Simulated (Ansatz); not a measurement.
```
Ag Hg Ge Se
1.0
    -0.00033    5.96588   -0.00002
     5.96066   -0.00033   -0.00004
    -0.00007    0.00003  -11.64330
Ag Hg Ge Se
4 2 2 8
Direct
  0.00002 0.99972 0.49990
  0.50002 0.49972 0.99990
  0.49982 0.99991 0.24976
  0.99982 0.49991 0.74976
  0.50000 0.00000 0.75000
  0.00000 0.50000 0.25000
  0.99996 0.99988 0.99987
  0.49996 0.49988 0.49987
  0.26054 0.72911 0.61697
  0.76054 0.22911 0.11697
  0.27076 0.26024 0.38282
  0.77076 0.76024 0.88282
  0.73949 0.27059 0.61688
  0.23949 0.77059 0.11688
  0.22905 0.23958 0.88279
  0.72905 0.73958 0.38279
```

Space group I-4; started from the kesterite prototype, which need not be the ambient phase; changed on purpose from its base cell (shaken).

The calculation used DFT, PBEsol, plane waves, PAW in Ansatz.

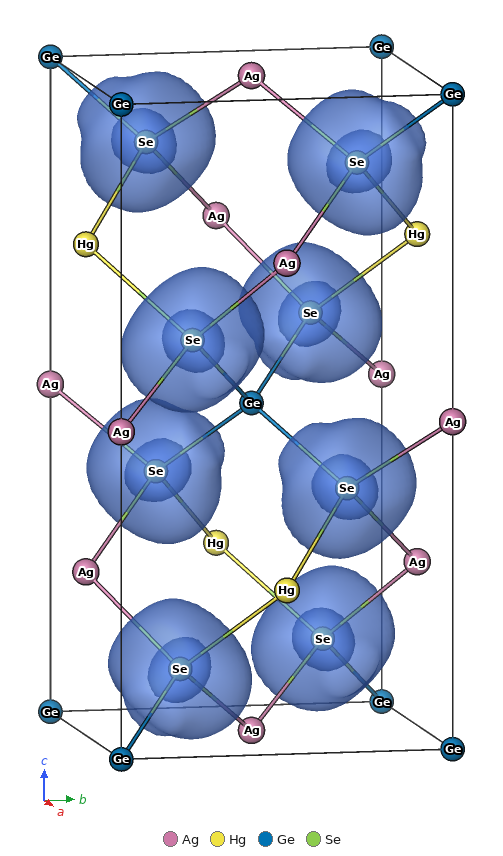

Ag2HgGeSe4. Isosurface of the ELF at 0.65 (blue), seen slightly off an axis. Core shells and regions of very low density are left out. Sticks mark near contacts.

In a PAW calculation such maps are meaningful between the atoms, not at the nuclei.

What do the ELF domains correspond to?

The ELF exceeds this value in eight regions on Se in which the atom's valence shell and bonds are merged, counted in one cell of 16 atoms. Any copies at cell faces, edges or corners count once. Along the contacts the grid gives the following. Ge–Se (2.40 Å): the ELF is about 0.70 at the midpoint. Ag–Se (2.58 Å): the ELF is about 0.30 at the midpoint and 0.15 at its lowest between the atoms.
